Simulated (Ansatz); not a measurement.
# AlGaHCl (triplet): from Hartree-Fock to the top rungs, cc-pVDZ

Aim: climb from Hartree-Fock through coupled cluster and multireference methods for AlGaHCl (triplet) at one geometry and basis, and see what each rung misses.

Program: Ansatz 0.2.0, Gaussian basis. Level of theory: cc-pVDZ, core rule «outside noble gas», up to 24 orbitals frozen. These are calculated values, not measurements.

Plan: UHF; CCSD(T) on ROHF; CCSD(T) on UHF; BCCD(T) on ROHF; CISD as a restricted active space (open shells left free, so some higher excitations enter); CCSDT(Q) on ROHF; CCSDT(Q) on UHF; CASSCF and NEVPT2, 10 electrons in 10 orbitals.

21 further runs of the same task are left out: 1 for a known fault of the program, 7 that didn't finish, 13 set aside as unsound or not needed. Runs told in other sessions of the task aren't counted.

## Step 1: The geometry

The geometry is a PBE0/def2-TZVP stationary point (not a proven minimum) of the parent state, kept for this charge and spin. No spin-orbit coupling is included. The filled d shell of Ga may be among the frozen orbitals whatever the setting's name suggests.

4 atoms, charge 0, spin multiplicity 3.

Atoms are counted from 1 here; the program's logs count them from 0.

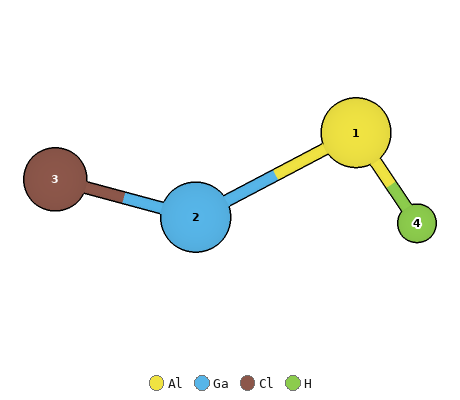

The structure; aluminium yellow, gallium blue, chlorine brown, hydrogen green; atoms are numbered from 1 in the order of the file.

In the tables R marks a restricted open-shell determinant and U an unrestricted one; 'frontier' is the active space of 10 electrons in 10 orbitals; energies count from the table's Hartree-Fock row.

## Step 2: UHF

in.yaml

```yaml
crystal:
  periodic: [false, false, false]
  atoms:
    - {symbol: Al, position_ang: [0.000000, -0.534823, 2.550449]}
    - {symbol: Ga, position_ang: [0.000000, 0.411320, -0.006530]}
    - {symbol: Cl, position_ang: [0.000000, -0.428549, -2.021345]}
    - {symbol: H, position_ang: [0.000000, 0.937760, 3.277007]}
basis:
  gaussian: {orbitals: cc-pVDZ}
magnetization: {spin_polarized: true, initial_magnetization: 2}
hamiltonian: {xc: hf}
output: {orbitals: {seedname: orbitals}}
```

Started as:

```
$ ansatz run in.yaml --threads 1 --pin off --events-out ev --progress --plain --max-ram 2393MiB
```

Standard output:

```text
Functional definition: HF
  name "HF"
  cite "Fock, Z. Phys. 61, 126 (1930) doi:10.1007/BF01340294"
  parent pbe
  exchange = exact_x
  correlation = 0
742 factors; integrals over basis functions are off by at most 1.0e-3 eV
mean field evaluation 1: about -71434.2247 eV, gradient 1.0e1 eV
mean field evaluation 2: about -71434.2306 eV, gradient 1.0e1 eV
mean field evaluation 4: about -71435.6147 eV, gradient 1.9e0 eV
mean field evaluation 8: about -71435.7407 eV, gradient 2.2e-1 eV
mean field evaluation 16: about -71435.7466 eV, gradient 6.8e-6 eV
mean field evaluation 32: about -71435.5659 eV, gradient 1.1e0 eV
mean field evaluation 64: about -71435.6748 eV, gradient 5.3e-1 eV
mean field evaluation 96: about -71435.5751 eV, gradient 7.1e-1 eV
mean field evaluation 128: about -71435.6211 eV, gradient 3.2e-1 eV
mean field -71435.74658502 eV, -2625.2152661114 hartree, gradient 6.8e-6 eV, S^2 2.036401; 3 other end points of the search recorded, 0 dependent functions left out
reference -71435.74658502 eV, -2625.2152661114 hartree; 32, 30 occupied and 36, 38 virtual orbitals, 742 factors
Total energy: -71435.74658502 eV, -2625.2152661114 hartree
```

Wall time 5.5 s (1 thread of Arm Neoverse V2, shared host).

From the report: ⟨S²⟩ of the determinant 2.036 (pure triplet: 2.00).

## Step 3: CCSD(T) on ROHF

in.yaml: that of step 2 with these lines changed.

```diff
@@ -9,4 +9,4 @@
   gaussian: {orbitals: cc-pVDZ}
-magnetization: {spin_polarized: true, initial_magnetization: 2}
-hamiltonian: {xc: hf}
-output: {orbitals: {seedname: orbitals}}
+magnetization: {spin_polarized: false, initial_magnetization: 2}
+correlation: {method: ccsd_t, electrons: outside_noble_gas}
+output: {forces: true}
```

Same command.

Standard output, cut to the lines that bear on the results:

```text
Functional definition: HF
  name "HF"
  cite "Fock, Z. Phys. 61, 126 (1930) doi:10.1007/BF01340294"
  parent pbe
[...]
742 factors; integrals over basis functions are off by at most 1.0e-3 eV
[...]
mean field -71435.68237588 eV, -2625.2129064690 hartree, gradient 1.5e-6 eV, S^2 2.000000; 9 other end points of the search recorded, 0 dependent functions left out
[...]
determinant -71435.68237588 eV, -2625.2129064690 hartree, with singles and doubles -71442.81699541 eV, -2625.4750989008 hartree
determinant -71435.52961358 eV, -2625.2072925580 hartree, with singles and doubles -71442.44608587 eV, -2625.4614682264 hartree
determinant -71433.19569205 eV, -2625.1215225239 hartree, with singles and doubles -71440.62195159 eV, -2625.3944325281 hartree
determinant -71432.76742131 eV, -2625.1057838645 hartree, with singles and doubles -71440.63133108 eV, -2625.3947772180 hartree
[...]
24 core orbitals not correlated: weight in the atoms' cores, before any rotation towards them, 0.984 or more for the frozen orbitals, at most 0.016 for the correlated occupied ones
reference -71435.68237588 eV, -2625.2129064690 hartree; 8, 6 occupied and 36, 38 virtual orbitals, 742 factors
second order -6.12664630 eV of doubles, -0.02672871 eV of singles
cycle   1  -7.13702616 eV  change   -4.8e-6 eV  update   3.4e-6
[...]
cycle   6  -7.13702718 eV  change   -3.1e-7 eV  update   1.4e-7
perturbative correction -0.21622303 eV, -0.0079460498 hartree
[...]
Total energy: -71443.03562609 eV, -2625.4831334299 hartree
Atom 0 at     0.000000    -0.534823     2.550449 Å, force    -0.000000     1.205855    -0.669433 eV/Å
Atom 1 at     0.000000     0.411320    -0.006530 Å, force    -0.000000    -0.766134     0.751481 eV/Å
Atom 2 at     0.000000    -0.428549    -2.021345 Å, force     0.000000     0.125358    -0.281878 eV/Å
Atom 3 at     0.000000     0.937760     3.277007 Å, force     0.000000    -0.565078     0.199830 eV/Å
Dipole moment:     0.000000     0.077139     0.223620 e Å
```

It took 24 s on 1 thread of Arm Neoverse V2, shared host.

From the report: correlation -7.3533 eV; T1 0.030; largest double amplitude 0.07.

## Step 4: CCSD(T) on UHF

in.yaml: that of step 3 with these lines changed.

```diff
@@ -9,3 +9,3 @@
   gaussian: {orbitals: cc-pVDZ}
-magnetization: {spin_polarized: false, initial_magnetization: 2}
+magnetization: {spin_polarized: true, initial_magnetization: 2}
 correlation: {method: ccsd_t, electrons: outside_noble_gas}
```

Same command.

Standard output, cut to the lines that bear on the results:

```text
Functional definition: HF
  name "HF"
  cite "Fock, Z. Phys. 61, 126 (1930) doi:10.1007/BF01340294"
  parent pbe
[...]
742 factors; integrals over basis functions are off by at most 1.0e-3 eV
[...]
mean field -71435.74658502 eV, -2625.2152661114 hartree, gradient 3.4e-6 eV, S^2 2.036400; 11 other end points of the search recorded, 0 dependent functions left out
determinant -71435.74658502 eV, -2625.2152661114 hartree, with singles and doubles -71442.81966824 eV, -2625.4751971253 hartree
determinant -71435.62528659 eV, -2625.2108084762 hartree, with singles and doubles -71442.45484960 eV, -2625.4617902878 hartree
determinant -71433.37957724 eV, -2625.1282801798 hartree, with singles and doubles -71440.64059358 eV, -2625.3951176086 hartree
determinant -71432.29622730 eV, -2625.0884678039 hartree, with singles and doubles -71439.56140067 eV, -2625.3554580008 hartree
[...]
24 core orbitals not correlated: weight in the atoms' cores, before any rotation towards them, 0.983 or more for the frozen orbitals, at most 0.016 for the correlated occupied ones
reference -71435.74658502 eV, -2625.2152661114 hartree; 8, 6 occupied and 36, 38 virtual orbitals, 742 factors
second order -6.07989671 eV of doubles, -0.00000000 eV of singles
cycle   1  -7.07478659 eV  change   -5.5e-6 eV  update   3.5e-6
[...]
cycle   8  -7.07478783 eV  change   -2.7e-8 eV  update   6.2e-8
perturbative correction -0.21449801 eV, -0.0078826564 hartree
[...]
Total energy: -71443.03587086 eV, -2625.4831424252 hartree
Atom 0 at     0.000000    -0.534823     2.550449 Å, force    -0.000000     1.206993    -0.670002 eV/Å
Atom 1 at     0.000000     0.411320    -0.006530 Å, force     0.000000    -0.768344     0.752427 eV/Å
Atom 2 at     0.000000    -0.428549    -2.021345 Å, force    -0.000000     0.126464    -0.282046 eV/Å
Atom 3 at     0.000000     0.937760     3.277007 Å, force     0.000000    -0.565112     0.199621 eV/Å
Dipole moment:    -0.000000     0.077320     0.224155 e Å
```

It took 30 s on 1 thread of Arm Neoverse V2, shared host.

From the report: ⟨S²⟩ of the determinant 2.036 (pure triplet: 2.00); correlation -7.2893 eV; T1 0.028; largest double amplitude 0.07.

## Step 5: BCCD(T) on ROHF

in.yaml: that of step 4 with these lines changed.

```diff
@@ -9,4 +9,3 @@
   gaussian: {orbitals: cc-pVDZ}
-magnetization: {spin_polarized: true, initial_magnetization: 2}
-correlation: {method: ccsd_t, electrons: outside_noble_gas}
-output: {forces: true}
+magnetization: {spin_polarized: false, initial_magnetization: 2}
+correlation: {method: bccd_t, electrons: outside_noble_gas}
```

The command is unchanged.

Standard output, cut to the lines that bear on the results:

```text
Functional definition: HF
  name "HF"
  cite "Fock, Z. Phys. 61, 126 (1930) doi:10.1007/BF01340294"
  parent pbe
[...]
742 factors; integrals over basis functions are off by at most 1.0e-3 eV
[...]
mean field -71435.68237588 eV, -2625.2129064690 hartree, gradient 1.5e-6 eV, S^2 2.000000; 9 other end points of the search recorded, 0 dependent functions left out
[...]
determinant -71435.68237588 eV, -2625.2129064690 hartree, with singles and doubles -71442.81699541 eV, -2625.4750989008 hartree
determinant -71435.52961358 eV, -2625.2072925580 hartree, with singles and doubles -71442.44608587 eV, -2625.4614682264 hartree
determinant -71433.19569205 eV, -2625.1215225239 hartree, with singles and doubles -71440.62195159 eV, -2625.3944325281 hartree
determinant -71432.76742131 eV, -2625.1057838645 hartree, with singles and doubles -71440.63133108 eV, -2625.3947772180 hartree
[...]
determinant -71432.19196047 eV, -2625.0846360687 hartree, with singles and doubles -71439.55598371 eV, -2625.3552589311 hartree
determinant -71435.68237588 eV, -2625.2129064690 hartree, with singles and doubles -71442.81939729 eV, -2625.4751871682 hartree
determinant -71435.52961358 eV, -2625.2072925580 hartree, with singles and doubles -71442.44787602 eV, -2625.4615340135 hartree
24 core orbitals not correlated: weight in the atoms' cores, before any rotation towards them, 0.984 or more for the frozen orbitals, at most 0.016 for the correlated occupied ones
reference -71435.68237588 eV, -2625.2129064690 hartree; 8, 6 occupied and 36, 38 virtual orbitals, 742 factors
second order -6.12664630 eV of doubles, -0.02672871 eV of singles
cycle   1  -7.12935185 eV  change    7.7e-3 eV  update   1.2e-2
[...]
cycle  12  -7.12333424 eV  change    2.8e-6 eV  update   8.6e-6
perturbative correction -0.23158228 eV, -0.0085104918 hartree
Total energy: -71443.03729240 eV, -2625.4831946659 hartree
```

It took 19 s on 1 thread of Arm Neoverse V2, shared host.

From the report: correlation -7.3549 eV; largest double amplitude 0.07.

## Step 6: CISD as a restricted active space (open shells left free, so some higher excitations enter)

in.yaml: that of step 5 with these lines changed.

```diff
@@ -10,2 +10,2 @@
 magnetization: {spin_polarized: false, initial_magnetization: 2}
-correlation: {method: bccd_t, electrons: outside_noble_gas}
+correlation: {active_space: {ras: {orbitals: [6, 2, 36], electrons: 14, max_holes: 2, max_particles: 2}, fixed_orbitals: true}}
```

The command is unchanged.

Standard output:

```text
Functional definition: HF
  name "HF"
  cite "Fock, Z. Phys. 61, 126 (1930) doi:10.1007/BF01340294"
  parent pbe
  exchange = exact_x
  correlation = 0
742 factors; integrals over basis functions are off by at most 1.0e-3 eV
mean field evaluation 1: about -71434.2178 eV, gradient 1.4e1 eV
mean field evaluation 2: about -71434.2236 eV, gradient 1.4e1 eV
mean field evaluation 4: about -71435.5917 eV, gradient 1.7e0 eV
mean field evaluation 8: about -71435.6824 eV, gradient 1.3e-2 eV
mean field evaluation 16: about -71435.5308 eV, gradient 9.0e-2 eV
mean field evaluation 32: about -71435.5295 eV, gradient 9.2e-2 eV
mean field -71435.68237588 eV, -2625.2129064690 hartree, gradient 1.5e-6 eV, S^2 2.000000; 5 other end points of the search recorded, 0 dependent functions left out
reference -71435.68237588 eV, -2625.2129064690 hartree; 32, 30 occupied and 36, 38 virtual orbitals, 742 factors
state -71442.05586473 eV, -2625.4471278642 hartree
Total energy: -71442.05586473 eV, -2625.4471278642 hartree
```

Wall time 8 s (1 thread of Arm Neoverse V2, shared host).

From the report: 204,058 determinants.

## Step 7: CCSDT(Q) on ROHF

in.yaml: that of step 6 with these lines changed.

```diff
@@ -10,2 +10,2 @@
 magnetization: {spin_polarized: false, initial_magnetization: 2}
-correlation: {active_space: {ras: {orbitals: [6, 2, 36], electrons: 14, max_holes: 2, max_particles: 2}, fixed_orbitals: true}}
+correlation: {method: ccsdt_q, electrons: outside_noble_gas}
```

Same command.

Standard output, cut to the lines that bear on the results:

```text
Functional definition: HF
  name "HF"
  cite "Fock, Z. Phys. 61, 126 (1930) doi:10.1007/BF01340294"
  parent pbe
[...]
1337 factors; integrals over basis functions are off by at most 2.3e-7 eV
[...]
mean field -71435.68258771 eV, -2625.2129142535 hartree, gradient 1.6e-6 eV, S^2 2.000000; 9 other end points of the search recorded, 0 dependent functions left out
[...]
determinant -71435.68258771 eV, -2625.2129142535 hartree, with singles and doubles -71442.81721689 eV, -2625.4751070400 hartree
determinant -71435.52982730 eV, -2625.2073004119 hartree, with singles and doubles -71442.44631298 eV, -2625.4614765727 hartree
determinant -71433.19591569 eV, -2625.1215307424 hartree, with singles and doubles -71440.62218818 eV, -2625.3944412227 hartree
determinant -71432.76763894 eV, -2625.1057918619 hartree, with singles and doubles -71440.63159531 eV, -2625.3947869285 hartree
[...]
determinant -71432.19218547 eV, -2625.0846443373 hartree, with singles and doubles -71439.55622493 eV, -2625.3552677959 hartree
determinant -71435.68258771 eV, -2625.2129142535 hartree, with singles and doubles -71442.81961938 eV, -2625.4751953297 hartree
determinant -71435.52982730 eV, -2625.2073004119 hartree, with singles and doubles -71442.44810355 eV, -2625.4615423749 hartree
24 core orbitals not correlated: weight in the atoms' cores, before any rotation towards them, 0.984 or more for the frozen orbitals, at most 0.016 for the correlated occupied ones
reference -71435.68258771 eV, -2625.2129142535 hartree; 8, 6 occupied and 36, 38 virtual orbitals, 1337 factors
second order -6.12667315 eV of doubles, -0.02672882 eV of singles
cycle   1  -6.80852635 eV  change   -6.5e-1 eV  update   9.8e-2
[...]
cycle  23  -7.39936276 eV  change   -5.7e-7 eV  update   1.5e-6
perturbative correction -0.01740405 eV, -0.0006395871 hartree
Total energy: -71443.09935452 eV, -2625.4854754066 hartree
```

It took 93 s on 1 thread of Arm Neoverse V2, shared host; peak memory 0.91 GiB.

From the report: correlation -7.4168 eV; T1 0.033; largest double amplitude 0.08.

## Step 8: CCSDT(Q) on UHF

in.yaml: that of step 7 with these lines changed.

```diff
@@ -9,3 +9,3 @@
   gaussian: {orbitals: cc-pVDZ}
-magnetization: {spin_polarized: false, initial_magnetization: 2}
+magnetization: {spin_polarized: true, initial_magnetization: 2}
 correlation: {method: ccsdt_q, electrons: outside_noble_gas}
```

Launched as before.

Standard output, cut to the lines that bear on the results:

```text
Functional definition: HF
  name "HF"
  cite "Fock, Z. Phys. 61, 126 (1930) doi:10.1007/BF01340294"
  parent pbe
[...]
1337 factors; integrals over basis functions are off by at most 2.3e-7 eV
[...]
mean field -71435.74679720 eV, -2625.2152739090 hartree, gradient 4.7e-6 eV, S^2 2.036400; 13 other end points of the search recorded, 0 dependent functions left out
determinant -71435.74679720 eV, -2625.2152739090 hartree, with singles and doubles -71442.81989002 eV, -2625.4752052757 hartree
determinant -71435.62550097 eV, -2625.2108163544 hartree, with singles and doubles -71442.45507753 eV, -2625.4617986638 hartree
determinant -71433.37980218 eV, -2625.1282884464 hartree, with singles and doubles -71440.64083038 eV, -2625.3951263107 hartree
determinant -71432.29645244 eV, -2625.0884760777 hartree, with singles and doubles -71439.56164125 eV, -2625.3554668418 hartree
determinant -71435.74679720 eV, -2625.2152739090 hartree, with singles and doubles -71442.82158800 eV, -2625.4752676754 hartree
determinant -71435.62550097 eV, -2625.2108163544 hartree, with singles and doubles -71442.45596174 eV, -2625.4618311579 hartree
24 core orbitals not correlated: weight in the atoms' cores, before any rotation towards them, 0.983 or more for the frozen orbitals, at most 0.016 for the correlated occupied ones
reference -71435.74679720 eV, -2625.2152739090 hartree; 8, 6 occupied and 36, 38 virtual orbitals, 1337 factors
second order -6.07992345 eV of doubles, -0.00000000 eV of singles
cycle   1  -6.73302167 eV  change   -6.5e-1 eV  update   9.8e-2
[...]
cycle  23  -7.33583914 eV  change   -4.0e-7 eV  update   1.2e-6
perturbative correction -0.01930730 eV, -0.0007095302 hartree
Total energy: -71443.10194365 eV, -2625.4855705552 hartree
```

Wall time 93 s (1 thread of Arm Neoverse V2, shared host); peak memory 0.69 GiB.

From the report: ⟨S²⟩ of the determinant 2.036 (pure triplet: 2.00); correlation -7.3551 eV; T1 0.031; largest double amplitude 0.09.

## Step 9: CASSCF and NEVPT2, 10 electrons in 10 orbitals

in.yaml: that of step 8 with these lines changed.

```diff
@@ -9,3 +9,3 @@
   gaussian: {orbitals: cc-pVDZ}
-magnetization: {spin_polarized: true, initial_magnetization: 2}
-correlation: {method: ccsdt_q, electrons: outside_noble_gas}
+magnetization: {spin_polarized: false, initial_magnetization: 2}
+correlation: {method: sc_nevpt2, electrons: outside_noble_gas, active_space: {window: {electrons: 10, orbitals: 10}}}
```

Launched as before.

Standard output, cut to the lines that bear on the results:

```text
Functional definition: HF
  name "HF"
  cite "Fock, Z. Phys. 61, 126 (1930) doi:10.1007/BF01340294"
  parent pbe
[...]
742 factors; integrals over basis functions are off by at most 1.0e-3 eV
[...]
mean field -71435.68237588 eV, -2625.2129064690 hartree, gradient 1.5e-6 eV, S^2 2.000000; 5 other end points of the search recorded, 0 dependent functions left out
reference -71435.68237588 eV, -2625.2129064690 hartree; 32, 30 occupied and 36, 38 virtual orbitals, 742 factors
state -71437.43095091 eV, -2625.2771654161 hartree
state -71437.43095091 eV, -2625.2771654161 hartree; corrected -71441.57713093 eV, -2625.4295347214 hartree
state -71437.29580370 eV, -2625.2721988479 hartree
state -71437.29580370 eV, -2625.2721988479 hartree; corrected -71441.78549198 eV, -2625.4371918489 hartree
state -71437.29580370 eV, -2625.2721988479 hartree; corrected -71441.78549198 eV, -2625.4371918489 hartree
state -71437.06024340 eV, -2625.2635421664 hartree
state -71437.06024340 eV, -2625.2635421664 hartree; corrected -71441.94356662 eV, -2625.4430009846 hartree
state -71437.06024340 eV, -2625.2635421664 hartree; corrected -71441.94356662 eV, -2625.4430009846 hartree
the orbitals are reached from a further start. From the first start the search ends at -71437.29541690 eV, -2625.2721846330 hartree
WARN: the results are in doubt because another end's mean lies 0.371 eV lower, and its corrected mean 0.366 eV higher
Total energy: -71441.94356662 eV, -2625.4430009846 hartree
In doubt: another end's mean lies 0.371 eV lower, and its corrected mean 0.366 eV higher
```

It took 91 s on 1 thread of Arm Neoverse V2, shared host.

From the report: 31,752 determinants; active occupations 2.00, 2.00, 1.96, 1.92, 1.00, 0.99, 0.05, 0.04, 0.03, 0.02. The program marks this result as in doubt; its last lines say why.

## Step 10: Misses and costs

The yardstick is UCCSDT(Q), where the cluster series has nearly closed. Rows without a time are mean-field rows or come out of runs for another level: lower rungs of the coupled-cluster runs, CASSCF and MRCISD of the multireference runs, or the Hartree-Fock search. The times of RCCSD(T), UCCSD(T) include forces.

Differences are taken before rounding.

| method | energy from the lowest ROHF (meV) | from UCCSDT(Q) (meV) | time |
| --- | --- | --- | --- |
| ROHF | 0.0 | +7419.6 |  |
| UHF | -64.2 | +7355.4 |  |
| RMP2 | -6153.4 | +1266.2 |  |
| UMP2 | -6144.1 | +1275.5 |  |
| RCCSD | -7137.0 | +282.5 |  |
| UCCSD | -7139.0 | +280.6 |  |
| RCCSD(T) | -7353.3 | +66.3 | 24 s |
| UCCSD(T) | -7353.5 | +66.1 | 30 s |
| BCCD(T) | -7354.9 | +64.7 | 19 s |
| RCCSDT | -7399.6 | +20.0 |  |
| UCCSDT | -7400.3 | +19.3 |  |
| RCCSDT(Q) | -7417.0 | +2.6 | 93 s |
| UCCSDT(Q) | -7419.6 | 0 | 93 s |

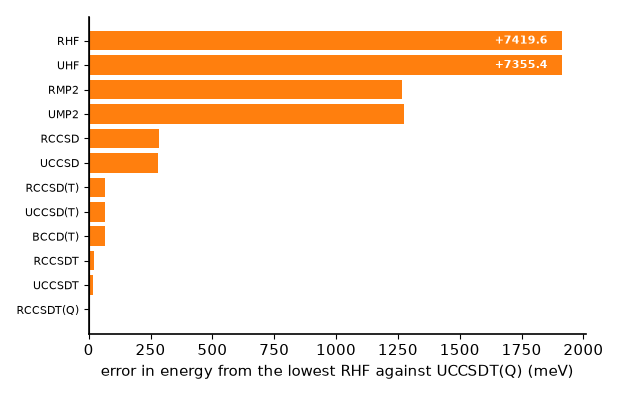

Deviations from UCCSDT(Q), method by method. Bars with a number in them are cut short.

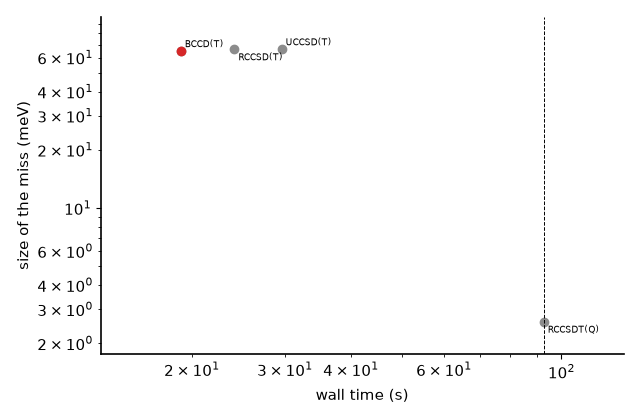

Miss against cost. Red marks the levels that no quicker level drawn beats (of those quicker than the yardstick), and the dashed line is the time of UCCSDT(Q). Times are from a shared host.

Not comparable, so not listed: CISD as a restricted active space (open shells left free, so some higher excitations enter) (they don't share determinant, frozen orbitals or solution with the rows shown, or repeat one).

Left out of the table: CASSCF frontier, NEVPT2 frontier (the active space lost an orbital or holds another state than full CI finds).

## Step 11: Outcome

| quantity | value |
| --- | --- |
| UCCSDT(Q) from the ROHF energy | -7.4196 eV |
| RMP2 from UCCSDT(Q) | +1266.2 meV |
| UMP2 from UCCSDT(Q) | +1275.5 meV |
| RCCSD from UCCSDT(Q) | +282.5 meV |
| RCCSD(T) from UCCSDT(Q) | +66.3 meV |
| UCCSD(T) from UCCSDT(Q) | +66.1 meV |
| RCCSDT(Q) from UCCSDT(Q) | +2.6 meV |
| levels within 1 kcal/mol (43 meV) | RCCSDT, UCCSDT, RCCSDT(Q) |
| T1 diagnostic | 0.030 |

What this shows: RCCSD(T) lands +66.3 meV from the yardstick (0.9 % of the correlation energy). These misses are within one basis, not against nature; the frozen cores of restricted and unrestricted runs differ, which can shift their rows.

BCCD(T) reaches 64.7 meV from the reference in 19 s, where UCCSDT(Q) took 93 s.
